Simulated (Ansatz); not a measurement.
## Two runs on CH$_{6}$O$_{2}$Si

System: CH$_{6}$O$_{2}$Si, SMILES C[SiH](O)O.
Method of the first run: RKS B2PLYP (frozen core)/def2-TZVPP (Ansatz 0.2.0).

The geometry comes from this level: PBE0-D4/def2-TZVP. Text and figures count atoms from 1; the logs count them from 0 in places.

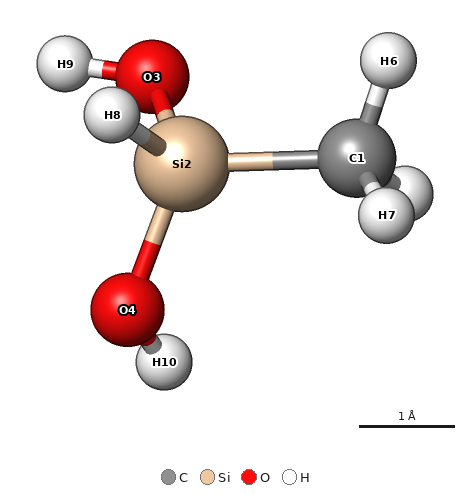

**Figure 1.** The input geometry (ball-and-stick view, seen at a tilt; atoms are numbered from 1 in the order of the input).

## The input, the first run
```yaml
crystal:
  periodic: [false, false, false]
  atoms:
    - {symbol: C, position_ang: [-1.293045, 0.347810, -0.146437]}
    - {symbol: Si, position_ang: [0.517513, 0.180008, 0.206826]}
    - {symbol: O, position_ang: [0.650426, -1.156001, 1.160823]}
    - {symbol: O, position_ang: [1.425043, 0.058513, -1.161614]}
    - {symbol: H, position_ang: [-1.681107, -0.549765, -0.635582]}
    - {symbol: H, position_ang: [-1.853443, 0.489093, 0.780777]}
    - {symbol: H, position_ang: [-1.484434, 1.203829, -0.797368]}
    - {symbol: H, position_ang: [1.088630, 1.369882, 0.884667]}
    - {symbol: H, position_ang: [1.521460, -1.366939, 1.499789]}
    - {symbol: H, position_ang: [1.192056, -0.627628, -1.788880]}
basis:
  gaussian: {orbitals: def2-TZVPP}
hamiltonian: {xc: {name: B2PLYP}}
```

Hardware: 2 CPU threads, shared host.

## Output (the first run)
```
Functional definition: B2PLYP
  parameter a = 0.53
  parameter c = 0.27
  exchange = (1 - a)*b88_x + a*exact_x
  correlation = (1 - c)*lyp_c + c*(mp2_os + mp2_ss)
1291 factors; integrals over basis functions are off by at most 8.9e-4 eV
mean field evaluation 1: about -13090.0570 eV, gradient 7.0e1 eV
mean field evaluation 2: about -13090.1711 eV, gradient 7.0e1 eV
mean field evaluation 4: about -13098.3989 eV, gradient 6.2e0 eV
mean field evaluation 8: about -13098.4893 eV, gradient 3.0e-1 eV
mean field evaluation 16: about -13098.4894 eV, gradient 7.4e-5 eV
mean field -13098.48944131 eV, -481.3606084930 hartree, gradient 2.5e-6 eV, S^2 0.000000; 0 other end points of the search recorded, 0 dependent functions left out
8 core orbitals not correlated: weight in the atoms' cores, before any rotation towards them, 1.000 or more for the frozen orbitals, at most 0.000 for the correlated occupied ones
reference -13098.48960080 eV, -481.3606143541 hartree; 13, 13 occupied and 198, 198 virtual orbitals, 1291 factors
second order -25.66144892 eV of doubles, -0.00000000 eV of singles
Total energy: -13105.41819200 eV, -481.6152353846 hartree
```

For the second run the input was changed thus:
```diff
-hamiltonian: {xc: {name: B2PLYP}}
+hamiltonian: {xc: {name: PBE-QIDH}}
```

What does this change do to the results?

The total energies belong to different methods, so their difference says nothing on which is more stable or more accurate. The functional changes from B2PLYP to PBE-QIDH.

## Output (the second run)
```
Functional definition: PBE-QIDH
  parameter a = 3^(-1/3)
  parameter c = 1/3
  exchange = (1 - a)*pbe_x + a*exact_x
  correlation = (1 - c)*pbe_c + c*(mp2_os + mp2_ss)
1291 factors; integrals over basis functions are off by at most 8.9e-4 eV
mean field evaluation 1: about -13086.0577 eV, gradient 6.0e1 eV
mean field evaluation 2: about -13086.2048 eV, gradient 6.0e1 eV
mean field evaluation 4: about -13092.3480 eV, gradient 4.2e0 eV
mean field evaluation 8: about -13092.4010 eV, gradient 1.5e-1 eV
mean field evaluation 16: about -13092.4011 eV, gradient 4.5e-5 eV
mean field -13092.40111369 eV, -481.1368665798 hartree, gradient 3.0e-6 eV, S^2 0.000000; 0 other end points of the search recorded, 0 dependent functions left out
8 core orbitals not correlated: weight in the atoms' cores, before any rotation towards them, 1.000 or more for the frozen orbitals, at most 0.000 for the correlated occupied ones
reference -13092.40112524 eV, -481.1368670043 hartree; 13, 13 occupied and 198, 198 virtual orbitals, 1291 factors
second order -23.89557770 eV of doubles, -0.00000000 eV of singles
Total energy: -13100.36631780 eV, -481.4295824321 hartree
```

## The two runs side by side

```tsv
quantity	the first run	the second run
outcome	converged	converged
total energy (hartree)	−481.615235	−481.429582
basis functions	219	219
wall time (shared host)	4.3 s	3.7 s
```
